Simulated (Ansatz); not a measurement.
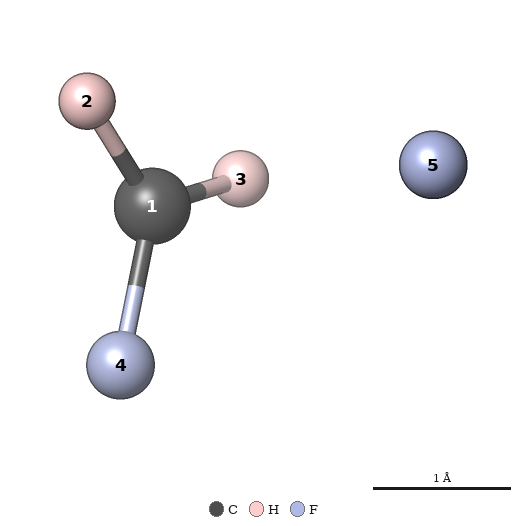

Simulated data, not a measurement (program: Ansatz).

Orthographic view. Atoms fade into the background with distance from the viewer. State: charge +1, doublet. Geometry: a fixed input geometry, not necessarily a minimum.

Give the distance matrix in Å.

```
atom    C1    H2    H3    F4    F5
  C1  0.00                        
  H2  1.09  0.00                  
  H3  1.09  1.93  0.00            
  F4  1.21  1.97  1.97  0.00      
  F5  2.53  2.70  2.70  2.96  0.00
```
